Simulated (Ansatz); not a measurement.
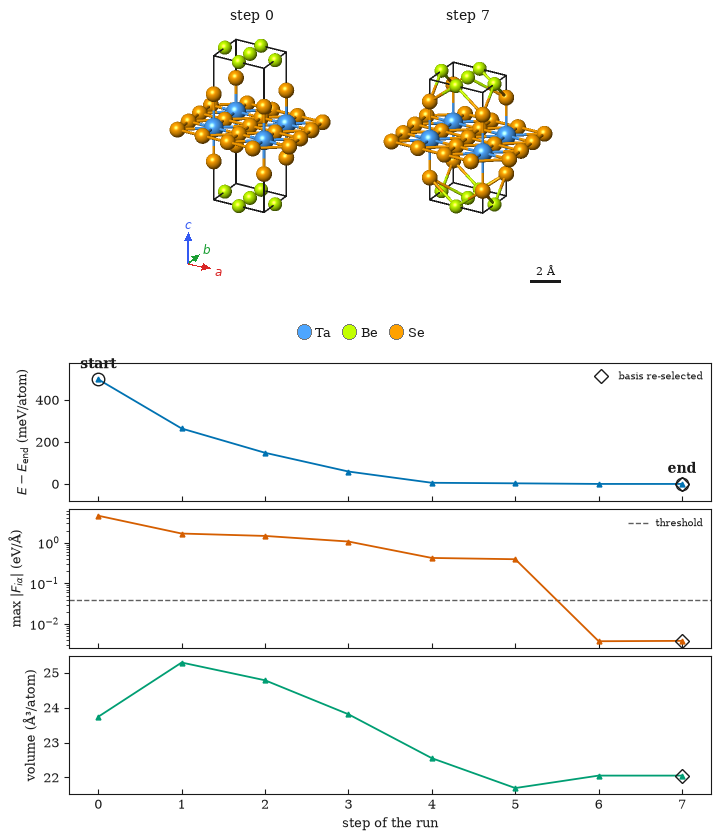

First and last geometry of a relaxation of solid TaBe3Se5 (a generated structure, set up in P6/mmm) (coarse preliminary run), with the history of the run. Style: ball-and-stick. Shown: the cell of the calculation, slightly off an axis.

Method: Ansatz 0.2.0, DFT PBE, scalar-relativistic, plane waves, PAW. Settings: plane-wave cutoff 420 eV; k-point mesh 6 × 6 × 2; occupations gaussian; smearing width 0.1 eV; no spin polarisation; cell and atoms relaxed; force threshold 0.04 eV/Å; at most 70 steps.

What do the curves and the structures tell?

It converged. The largest moves relative to the cell, 0.68 Å, are those of Se atoms. Be and Ta stay in place. The drawn cell changes as follows: a = b 4.985 → 5.255 Å (+5.4 %), c 9.925 → 8.300 Å (−16.4 %); the volume changes by −7.1 %. Some distances before and after: Se–Se 5.287 → 3.052 Å, Be–Se 3.633 → 3.039 Å, Se–Ta 2.319 → 2.624 Å, Se–Se 2.493 → 2.627 Å. The space group stays P6/mmm (No. 191). Over 6 accepted moves (7 points after the start) the energy falls by 498 meV per atom. Largest force component: 4.6 eV/Å at the start, 0.0038 eV/Å at the end. Pressure: 13.79 GPa at the start and −0.17 GPa at the end. At 1 point the geometry stayed and the basis and grid were re-selected for the new cell (energy shift of less than 0.05 meV per atom at most each time). Cost: 48 s on 1 thread of INTEL(R) XEON(R) PLATINUM 8581C CPU @ 2.30GHz (Emerald Rapids), on a shared host, peak memory 0.61 GiB.

```json
{"step": "0", "E − E(0), meV/atom": "0.00", "largest force component, eV/Å": "4.6430", "pressure, GPa": "13.79", "volume, Å³/atom": "23.736", "note": ""}
{"step": "1", "E − E(0), meV/atom": "-234.15", "largest force component, eV/Å": "1.6886", "pressure, GPa": "3.10", "volume, Å³/atom": "25.288", "note": ""}
{"step": "2", "E − E(0), meV/atom": "-349.85", "largest force component, eV/Å": "1.4749", "pressure, GPa": "0.04", "volume, Å³/atom": "24.781", "note": ""}
{"step": "3", "E − E(0), meV/atom": "-439.16", "largest force component, eV/Å": "1.0736", "pressure, GPa": "-1.17", "volume, Å³/atom": "23.808", "note": ""}
{"step": "4", "E − E(0), meV/atom": "-492.77", "largest force component, eV/Å": "0.4232", "pressure, GPa": "-0.75", "volume, Å³/atom": "22.552", "note": ""}
{"step": "5", "E − E(0), meV/atom": "-495.35", "largest force component, eV/Å": "0.3936", "pressure, GPa": "0.30", "volume, Å³/atom": "21.698", "note": ""}
{"step": "6", "E − E(0), meV/atom": "-498.27", "largest force component, eV/Å": "0.0038", "pressure, GPa": "-0.17", "volume, Å³/atom": "22.054", "note": ""}
{"step": "7", "E − E(0), meV/atom": "-498.32", "largest force component, eV/Å": "0.0038", "pressure, GPa": "-0.17", "volume, Å³/atom": "22.054", "note": "same geometry, new basis"}
```

Limits of the set-up: layers or molecules are held without a dispersion correction, so their spacing is unreliable.
